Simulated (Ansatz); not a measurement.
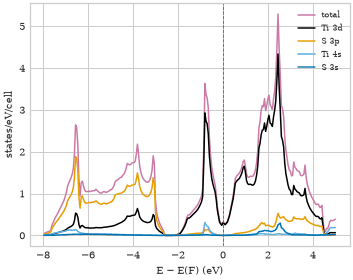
Fig. 1. Total and projected density of states of TiS in space group P-6m2 (No. 187; Ti on 1e, S on 1b), plane-wave PAW PBEsol (Ansatz code)

Question: Which orbitals carry the states next to the Fermi level?

Answer: Within 0.5 eV of the Fermi level: Ti 3d 89 %, outside the projected shells 7 %. Projections are on Löwdin-orthogonalised atomic valence shells; empty p or d shells of many metals are not among them.

Question: Where is the tallest occupied peak in this window, and what makes it?

Answer: Near -0.8 eV, about 3.6 states/eV per cell; the largest projected share is Ti 3d.

The workflow started from a Materials Project entry (that database holds measured and hypothetical structures alike); the Crystallography Open Database copy checked does not list it. COD files the formula under space group No. 166, 194, so this cell is another polymorph or a model. Its standing as an ambient phase is unchecked. The cell was relaxed with PBEsol under the symmetry of its start; of distortions, only those at the zone centre were tested. The run is not spin-polarised.

Potentials: the later of the program's two PAW sets.
